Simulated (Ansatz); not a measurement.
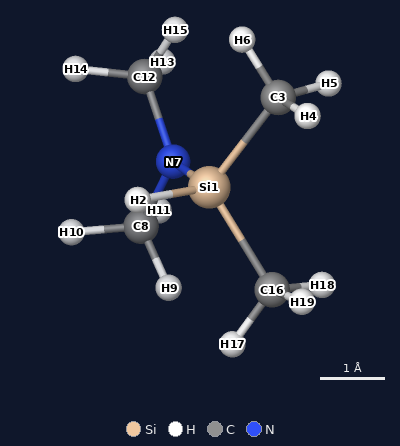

*The input geometry (ball-and-stick view, seen at a tilt; atoms are numbered from 1 in the order of the input).*

Bond lengths as drawn: C–H 1.10 to 1.11 Å, C–N 1.46 Å, C–Si 1.91 Å, H–Si 1.53 Å and N–Si 1.78 Å.

**Run report: C4H13NSi, molecular dynamics (part 1 of 5)**

C4H13NSi, computed with RKS r2SCAN-D4/6-31G (Ansatz 0.2.0).

It belongs to a series of runs on one base structure; here: dynamics from the start. Figures and captions count atoms from 1; the log counts them from 0 in places.

Log:
```
Engine: ansatz 0.2.0, aarch64-unknown-linux-gnu
Functional definition: r2SCAN
  parameter k0 = 0.174
  parameter k1 = 0.065
  parameter a1 = 4.9479
  exchange = r2scan_x(k0 = k0, k1 = k1, a1 = a1)
  correlation = r2scan_c
1287 factors; integrals over basis functions are off by at most 1.6e-4 eV
mean field evaluation 1: about -13707.2367 eV, gradient 7.6e1 eV
mean field evaluation 2: about -13690.9011 eV, gradient 1.1e2 eV
mean field evaluation 4: about -13721.1582 eV, gradient 4.9e0 eV
mean field evaluation 8: about -13721.2010 eV, gradient 9.2e-2 eV
mean field -13721.20102091 eV, -504.2448369544 hartree, gradient 8.5e-5 eV, S^2 0.000000; 0 other end points of the search recorded, 0 dependent functions left out
the calculation of the forces begins
reference -13721.20103026 eV, -504.2448372980 hartree; 29, 29 occupied and 55, 55 virtual orbitals, 1287 factors
md step     0: t =     0.00 fs  T =  1500.0 K  F+E_penalty+E_count = -13721.31679141 eV  E_kin = 3.296130 eV  conserved = -13718.02066143 eV  (24 SCF iters)
these checks for a lower state are left out or cut short: starts, cluster_reference, orbital_swaps, neighbouring_geometries, increment
1287 factors; integrals over basis functions are off by at most 1.7e-4 eV
mean field evaluation 16: about -13721.1449 eV, gradient 1.7e-2 eV
mean field -13721.13098442 eV, -504.2422631609 hartree, gradient 4.7e-6 eV, S^2 0.000000; 0 other end points of the search recorded, 0 dependent functions left out
the calculation of the forces begins
reference -13721.13099378 eV, -504.2422635049 hartree; 29, 29 occupied and 55, 55 virtual orbitals, 1287 factors
md step     1: t =     0.50 fs  T =  1468.6 K  F+E_penalty+E_count = -13721.24675092 eV  E_kin = 3.227055 eV  conserved = -13718.01969554 eV  (27 SCF iters, 3 dispersion substeps)
[... from here on the SCF iterations and repeated set-up lines of each step are left out, up to the last step ...]
md step     2: t =     1.00 fs  T =  1381.0 K  F+E_penalty+E_count = -13721.05167062 eV  E_kin = 3.034728 eV  conserved = -13718.01694273 eV  (26 SCF iters, 3 dispersion substeps)
md step     3: t =     1.50 fs  T =  1256.4 K  F+E_penalty+E_count = -13720.77406083 eV  E_kin = 2.760779 eV  conserved = -13718.01328143 eV  (26 SCF iters, 3 dispersion substeps)
md step     4: t =     2.00 fs  T =  1119.6 K  F+E_penalty+E_count = -13720.47023823 eV  E_kin = 2.460230 eV  conserved = -13718.01000856 eV  (27 SCF iters, 3 dispersion substeps)
md step     5: t =     2.50 fs  T =   993.2 K  F+E_penalty+E_count = -13720.19075448 eV  E_kin = 2.182557 eV  conserved = -13718.00819751 eV  (26 SCF iters, 3 dispersion substeps)
md step     6: t =     3.00 fs  T =   890.2 K  F+E_penalty+E_count = -13719.96428731 eV  E_kin = 1.956223 eV  conserved = -13718.00806468 eV  (26 SCF iters, 3 dispersion substeps)
md step     7: t =     3.50 fs  T =   812.3 K  F+E_penalty+E_count = -13719.79401355 eV  E_kin = 1.785050 eV  conserved = -13718.00896375 eV  (28 SCF iters, 3 dispersion substeps)
md step     8: t =     4.00 fs  T =   753.9 K  F+E_penalty+E_count = -13719.66669281 eV  E_kin = 1.656689 eV  conserved = -13718.01000418 eV  (28 SCF iters, 3 dispersion substeps)
md step     9: t =     4.50 fs  T =   707.8 K  F+E_penalty+E_count = -13719.56588902 eV  E_kin = 1.555248 eV  conserved = -13718.01064069 eV  (28 SCF iters, 3 dispersion substeps)
md step    10: t =     5.00 fs  T =   668.9 K  F+E_penalty+E_count = -13719.48073111 eV  E_kin = 1.469948 eV  conserved = -13718.01078339 eV  (28 SCF iters, 3 dispersion substeps)
md step    11: t =     5.50 fs  T =   636.0 K  F+E_penalty+E_count = -13719.40811040 eV  E_kin = 1.397556 eV  conserved = -13718.01055479 eV  (28 SCF iters, 3 dispersion substeps)
md step    12: t =     6.00 fs  T =   610.4 K  F+E_penalty+E_count = -13719.35140818 eV  E_kin = 1.341365 eV  conserved = -13718.01004307 eV  (28 SCF iters, 3 dispersion substeps)
md step    13: t =     6.50 fs  T =   596.1 K  F+E_penalty+E_count = -13719.31921708 eV  E_kin = 1.309959 eV  conserved = -13718.00925798 eV  (27 SCF iters, 3 dispersion substeps)
md step    14: t =     7.00 fs  T =   599.1 K  F+E_penalty+E_count = -13719.32476546 eV  E_kin = 1.316481 eV  conserved = -13718.00828449 eV  (27 SCF iters, 3 dispersion substeps)
md step    15: t =     7.50 fs  T =   626.4 K  F+E_penalty+E_count = -13719.38390099 eV  E_kin = 1.376413 eV  conserved = -13718.00748826 eV  (27 SCF iters, 3 dispersion substeps)
md step    16: t =     8.00 fs  T =   683.3 K  F+E_penalty+E_count = -13719.50901586 eV  E_kin = 1.501539 eV  conserved = -13718.00747658 eV  (27 SCF iters, 3 dispersion substeps)
md step    17: t =     8.50 fs  T =   769.6 K  F+E_penalty+E_count = -13719.69982338 eV  E_kin = 1.691114 eV  conserved = -13718.00870925 eV  (27 SCF iters, 3 dispersion substeps)
md step    18: t =     9.00 fs  T =   876.3 K  F+E_penalty+E_count = -13719.93672055 eV  E_kin = 1.925651 eV  conserved = -13718.01106953 eV  (27 SCF iters, 3 dispersion substeps)
md step    19: t =     9.50 fs  T =   987.0 K  F+E_penalty+E_count = -13720.18270223 eV  E_kin = 2.168818 eV  conserved = -13718.01388409 eV  (27 SCF iters, 3 dispersion substeps)
md step    20: t =    10.00 fs  T =  1081.8 K  F+E_penalty+E_count = -13720.39356988 eV  E_kin = 2.377221 eV  conserved = -13718.01634925 eV  (27 SCF iters, 3 dispersion substeps)
md step    21: t =    10.50 fs  T =  1143.4 K  F+E_penalty+E_count = -13720.53039294 eV  E_kin = 2.512506 eV  conserved = -13718.01788676 eV  (27 SCF iters, 3 dispersion substeps)
md step    22: t =    11.00 fs  T =  1160.8 K  F+E_penalty+E_count = -13720.56889174 eV  E_kin = 2.550707 eV  conserved = -13718.01818449 eV  (27 SCF iters, 3 dispersion substeps)
md step    23: t =    11.50 fs  T =  1132.0 K  F+E_penalty+E_count = -13720.50463774 eV  E_kin = 2.487500 eV  conserved = -13718.01713806 eV  (28 SCF iters, 3 dispersion substeps)
md step    24: t =    12.00 fs  T =  1064.7 K  F+E_penalty+E_count = -13720.35446969 eV  E_kin = 2.339508 eV  conserved = -13718.01496131 eV  (28 SCF iters, 3 dispersion substeps)
md step    25: t =    12.50 fs  T =   974.0 K  F+E_penalty+E_count = -13720.15264567 eV  E_kin = 2.140310 eV  conserved = -13718.01233539 eV  (28 SCF iters, 3 dispersion substeps)
md step    26: t =    13.00 fs  T =   878.3 K  F+E_penalty+E_count = -13719.94011888 eV  E_kin = 1.929909 eV  conserved = -13718.01020955 eV  (28 SCF iters, 3 dispersion substeps)
md step    27: t =    13.50 fs  T =   792.3 K  F+E_penalty+E_count = -13719.75018108 eV  E_kin = 1.740940 eV  conserved = -13718.00924095 eV  (28 SCF iters, 3 dispersion substeps)
md step    28: t =    14.00 fs  T =   723.2 K  F+E_penalty+E_count = -13719.59853926 eV  E_kin = 1.589145 eV  conserved = -13718.00939433 eV  (28 SCF iters, 3 dispersion substeps)
md step    29: t =    14.50 fs  T =   670.5 K  F+E_penalty+E_count = -13719.48348967 eV  E_kin = 1.473368 eV  conserved = -13718.01012188 eV  (28 SCF iters, 3 dispersion substeps)
md step    30: t =    15.00 fs  T =   629.4 K  F+E_penalty+E_count = -13719.39384478 eV  E_kin = 1.382994 eV  conserved = -13718.01085110 eV  (28 SCF iters, 3 dispersion substeps)
md step    31: t =    15.50 fs  T =   594.5 K  F+E_penalty+E_count = -13719.31771878 eV  E_kin = 1.306437 eV  conserved = -13718.01128143 eV  (28 SCF iters, 3 dispersion substeps)
md step    32: t =    16.00 fs  T =   562.6 K  F+E_penalty+E_count = -13719.24768030 eV  E_kin = 1.236339 eV  conserved = -13718.01134127 eV  (28 SCF iters, 3 dispersion substeps)
md step    33: t =    16.50 fs  T =   533.1 K  F+E_penalty+E_count = -13719.18241733 eV  E_kin = 1.171382 eV  conserved = -13718.01103498 eV  (27 SCF iters, 3 dispersion substeps)
md step    34: t =    17.00 fs  T =   508.2 K  F+E_penalty+E_count = -13719.12697392 eV  E_kin = 1.116620 eV  conserved = -13718.01035441 eV  (27 SCF iters, 3 dispersion substeps)
md step    35: t =    17.50 fs  T =   493.0 K  F+E_penalty+E_count = -13719.09276183 eV  E_kin = 1.083429 eV  conserved = -13718.00933331 eV  (27 SCF iters, 3 dispersion substeps)
md step    36: t =    18.00 fs  T =   495.3 K  F+E_penalty+E_count = -13719.09660645 eV  E_kin = 1.088421 eV  conserved = -13718.00818510 eV  (27 SCF iters, 3 dispersion substeps)
md step    37: t =    18.50 fs  T =   523.1 K  F+E_penalty+E_count = -13719.15694820 eV  E_kin = 1.149567 eV  conserved = -13718.00738109 eV  (28 SCF iters, 3 dispersion substeps)
md step    38: t =    19.00 fs  T =   582.0 K  F+E_penalty+E_count = -13719.28634278 eV  E_kin = 1.278834 eV  conserved = -13718.00750876 eV  (27 SCF iters, 3 dispersion substeps)
md step    39: t =    19.50 fs  T =   670.7 K  F+E_penalty+E_count = -13719.48263144 eV  E_kin = 1.473723 eV  conserved = -13718.00890879 eV  (28 SCF iters, 3 dispersion substeps)
md step    40: t =    20.00 fs  T =   779.4 K  F+E_penalty+E_count = -13719.72407458 eV  E_kin = 1.712703 eV  conserved = -13718.01137155 eV  (28 SCF iters, 3 dispersion substeps)
md step    41: t =    20.50 fs  T =   891.3 K  F+E_penalty+E_count = -13719.97274998 eV  E_kin = 1.958577 eV  conserved = -13718.01417251 eV  (28 SCF iters, 3 dispersion substeps)
md step    42: t =    21.00 fs  T =   987.1 K  F+E_penalty+E_count = -13720.18559315 eV  E_kin = 2.169162 eV  conserved = -13718.01643128 eV  (28 SCF iters, 3 dispersion substeps)
md step    43: t =    21.50 fs  T =  1051.4 K  F+E_penalty+E_count = -13720.32777422 eV  E_kin = 2.310263 eV  conserved = -13718.01751172 eV  (27 SCF iters, 3 dispersion substeps)
md step    44: t =    22.00 fs  T =  1076.4 K  F+E_penalty+E_count = -13720.38246589 eV  E_kin = 2.365249 eV  conserved = -13718.01721709 eV  (27 SCF iters, 3 dispersion substeps)
md step    45: t =    22.50 fs  T =  1064.0 K  F+E_penalty+E_count = -13720.35389679 eV  E_kin = 2.338098 eV  conserved = -13718.01579884 eV  (27 SCF iters, 3 dispersion substeps)
md step    46: t =    23.00 fs  T =  1023.7 K  F+E_penalty+E_count = -13720.26342236 eV  E_kin = 2.249548 eV  conserved = -13718.01387402 eV  (28 SCF iters, 3 dispersion substeps)
md step    47: t =    23.50 fs  T =   968.4 K  F+E_penalty+E_count = -13720.14007041 eV  E_kin = 2.127873 eV  conserved = -13718.01219713 eV  (27 SCF iters, 3 dispersion substeps)
md step    48: t =    24.00 fs  T =   909.2 K  F+E_penalty+E_count = -13720.00917323 eV  E_kin = 1.997888 eV  conserved = -13718.01128499 eV  (27 SCF iters, 3 dispersion substeps)
md step    49: t =    24.50 fs  T =   852.6 K  F+E_penalty+E_count = -13719.88465377 eV  E_kin = 1.873524 eV  conserved = -13718.01112943 eV  (27 SCF iters, 3 dispersion substeps)
md step    50: t =    25.00 fs  T =   799.9 K  F+E_penalty+E_count = -13719.76896281 eV  E_kin = 1.757641 eV  conserved = -13718.01132152 eV  (27 SCF iters, 3 dispersion substeps)
md step    51: t =    25.50 fs  T =   749.7 K  F+E_penalty+E_count = -13719.65895924 eV  E_kin = 1.647513 eV  conserved = -13718.01144613 eV  (27 SCF iters, 3 dispersion substeps)
md step    52: t =    26.00 fs  T =   701.2 K  F+E_penalty+E_count = -13719.55219253 eV  E_kin = 1.540858 eV  conserved = -13718.01133427 eV  (27 SCF iters, 3 dispersion substeps)
md step    53: t =    26.50 fs  T =   654.8 K  F+E_penalty+E_count = -13719.44979641 eV  E_kin = 1.438765 eV  conserved = -13718.01103187 eV  (28 SCF iters, 3 dispersion substeps)
md step    54: t =    27.00 fs  T =   612.3 K  F+E_penalty+E_count = -13719.35620038 eV  E_kin = 1.345564 eV  conserved = -13718.01063685 eV  (28 SCF iters, 3 dispersion substeps)
md step    55: t =    27.50 fs  T =   576.9 K  F+E_penalty+E_count = -13719.27788985 eV  E_kin = 1.267709 eV  conserved = -13718.01018131 eV  (28 SCF iters, 3 dispersion substeps)
md step    56: t =    28.00 fs  T =   552.1 K  F+E_penalty+E_count = -13719.22290669 eV  E_kin = 1.213277 eV  conserved = -13718.00962996 eV  (28 SCF iters, 3 dispersion substeps)
md step    57: t =    28.50 fs  T =   542.5 K  F+E_penalty+E_count = -13719.20116815 eV  E_kin = 1.192203 eV  conserved = -13718.00896467 eV  (28 SCF iters, 3 dispersion substeps)
md step    58: t =    29.00 fs  T =   553.4 K  F+E_penalty+E_count = -13719.22431019 eV  E_kin = 1.215987 eV  conserved = -13718.00832351 eV  (27 SCF iters, 3 dispersion substeps)
md step    59: t =    29.50 fs  T =   589.3 K  F+E_penalty+E_count = -13719.30308981 eV  E_kin = 1.295006 eV  conserved = -13718.00808412 eV  (28 SCF iters, 3 dispersion substeps)
md step    60: t =    30.00 fs  T =   651.9 K  F+E_penalty+E_count = -13719.44133642 eV  E_kin = 1.432593 eV  conserved = -13718.00874378 eV  (28 SCF iters, 3 dispersion substeps)
md step    61: t =    30.50 fs  T =   736.3 K  F+E_penalty+E_count = -13719.62855468 eV  E_kin = 1.618021 eV  conserved = -13718.01053402 eV  (28 SCF iters, 3 dispersion substeps)
md step    62: t =    31.00 fs  T =   830.0 K  F+E_penalty+E_count = -13719.83691405 eV  E_kin = 1.823875 eV  conserved = -13718.01303886 eV  (28 SCF iters, 3 dispersion substeps)
md step    63: t =    31.50 fs  T =   915.8 K  F+E_penalty+E_count = -13720.02780883 eV  E_kin = 2.012490 eV  conserved = -13718.01531920 eV  (28 SCF iters, 3 dispersion substeps)
md step    64: t =    32.00 fs  T =   978.2 K  F+E_penalty+E_count = -13720.16595492 eV  E_kin = 2.149416 eV  conserved = -13718.01653906 eV  (27 SCF iters, 3 dispersion substeps)
md step    65: t =    32.50 fs  T =  1008.2 K  F+E_penalty+E_count = -13720.23198087 eV  E_kin = 2.215496 eV  conserved = -13718.01648532 eV  (27 SCF iters, 3 dispersion substeps)
md step    66: t =    33.00 fs  T =  1006.0 K  F+E_penalty+E_count = -13720.22601263 eV  E_kin = 2.210504 eV  conserved = -13718.01550853 eV  (26 SCF iters, 3 dispersion substeps)
md step    67: t =    33.50 fs  T =   977.8 K  F+E_penalty+E_count = -13720.16272536 eV  E_kin = 2.148593 eV  conserved = -13718.01413225 eV  (27 SCF iters, 3 dispersion substeps)
md step    68: t =    34.00 fs  T =   933.2 K  F+E_penalty+E_count = -13720.06332693 eV  E_kin = 2.050530 eV  conserved = -13718.01279722 eV  (27 SCF iters, 3 dispersion substeps)
md step    69: t =    34.50 fs  T =   881.3 K  F+E_penalty+E_count = -13719.94844046 eV  E_kin = 1.936615 eV  conserved = -13718.01182593 eV  (25 SCF iters, 3 dispersion substeps)
md step    70: t =    35.00 fs  T =   829.0 K  F+E_penalty+E_count = -13719.83295733 eV  E_kin = 1.821600 eV  conserved = -13718.01135735 eV  (25 SCF iters, 3 dispersion substeps)
md step    71: t =    35.50 fs  T =   779.4 K  F+E_penalty+E_count = -13719.72394173 eV  E_kin = 1.712679 eV  conserved = -13718.01126281 eV  (25 SCF iters, 3 dispersion substeps)
md step    72: t =    36.00 fs  T =   733.2 K  F+E_penalty+E_count = -13719.62250498 eV  E_kin = 1.611236 eV  conserved = -13718.01126906 eV  (25 SCF iters, 3 dispersion substeps)
md step    73: t =    36.50 fs  T =   690.2 K  F+E_penalty+E_count = -13719.52791057 eV  E_kin = 1.516734 eV  conserved = -13718.01117705 eV  (25 SCF iters, 3 dispersion substeps)
md step    74: t =    37.00 fs  T =   650.7 K  F+E_penalty+E_count = -13719.44075626 eV  E_kin = 1.429802 eV  conserved = -13718.01095447 eV  (25 SCF iters, 3 dispersion substeps)
md step    75: t =    37.50 fs  T =   615.8 K  F+E_penalty+E_count = -13719.36377799 eV  E_kin = 1.353117 eV  conserved = -13718.01066076 eV  (25 SCF iters, 3 dispersion substeps)
md step    76: t =    38.00 fs  T =   587.5 K  F+E_penalty+E_count = -13719.30122190 eV  E_kin = 1.290886 eV  conserved = -13718.01033550 eV  (25 SCF iters, 3 dispersion substeps)
md step    77: t =    38.50 fs  T =   568.1 K  F+E_penalty+E_count = -13719.25832743 eV  E_kin = 1.248369 eV  conserved = -13718.00995841 eV  (25 SCF iters, 3 dispersion substeps)
md step    78: t =    39.00 fs  T =   560.7 K  F+E_penalty+E_count = -13719.24151579 eV  E_kin = 1.232020 eV  conserved = -13718.00949540 eV  (25 SCF iters, 3 dispersion substeps)
md step    79: t =    39.50 fs  T =   568.7 K  F+E_penalty+E_count = -13719.25867073 eV  E_kin = 1.249687 eV  conserved = -13718.00898334 eV  (27 SCF iters, 3 dispersion substeps)
md step    80: t =    40.00 fs  T =   596.0 K  F+E_penalty+E_count = -13719.31826281 eV  E_kin = 1.309657 eV  conserved = -13718.00860598 eV  (25 SCF iters, 3 dispersion substeps)
md step    81: t =    40.50 fs  T =   645.1 K  F+E_penalty+E_count = -13719.42631042 eV  E_kin = 1.417627 eV  conserved = -13718.00868334 eV  (25 SCF iters, 3 dispersion substeps)
md step    82: t =    41.00 fs  T =   715.3 K  F+E_penalty+E_count = -13719.58144221 eV  E_kin = 1.571909 eV  conserved = -13718.00953349 eV  (25 SCF iters, 3 dispersion substeps)
md step    83: t =    41.50 fs  T =   800.5 K  F+E_penalty+E_count = -13719.77028631 eV  E_kin = 1.759073 eV  conserved = -13718.01121293 eV  (25 SCF iters, 3 dispersion substeps)
md step    84: t =    42.00 fs  T =   889.0 K  F+E_penalty+E_count = -13719.96693286 eV  E_kin = 1.953593 eV  conserved = -13718.01333982 eV  (25 SCF iters, 3 dispersion substeps)
md step    85: t =    42.50 fs  T =   966.4 K  F+E_penalty+E_count = -13720.13889480 eV  E_kin = 2.123684 eV  conserved = -13718.01521067 eV  (25 SCF iters, 3 dispersion substeps)
md step    86: t =    43.00 fs  T =  1020.1 K  F+E_penalty+E_count = -13720.25776061 eV  E_kin = 2.241593 eV  conserved = -13718.01616729 eV  (25 SCF iters, 3 dispersion substeps)
md step    87: t =    43.50 fs  T =  1043.6 K  F+E_penalty+E_count = -13720.30912973 eV  E_kin = 2.293188 eV  conserved = -13718.01594137 eV  (24 SCF iters, 3 dispersion substeps)
md step    88: t =    44.00 fs  T =  1038.4 K  F+E_penalty+E_count = -13720.29664676 eV  E_kin = 2.281882 eV  conserved = -13718.01476507 eV  (25 SCF iters, 3 dispersion substeps)
md step    89: t =    44.50 fs  T =  1012.7 K  F+E_penalty+E_count = -13720.23846938 eV  E_kin = 2.225248 eV  conserved = -13718.01322159 eV  (25 SCF iters, 3 dispersion substeps)
md step    90: t =    45.00 fs  T =   976.8 K  F+E_penalty+E_count = -13720.15831179 eV  E_kin = 2.146343 eV  conserved = -13718.01196842 eV  (27 SCF iters, 3 dispersion substeps)
md step    91: t =    45.50 fs  T =   939.3 K  F+E_penalty+E_count = -13720.07538691 eV  E_kin = 2.063974 eV  conserved = -13718.01141338 eV  (27 SCF iters, 3 dispersion substeps)
md step    92: t =    46.00 fs  T =   904.1 K  F+E_penalty+E_count = -13719.99820880 eV  E_kin = 1.986702 eV  conserved = -13718.01150724 eV  (27 SCF iters, 3 dispersion substeps)
```
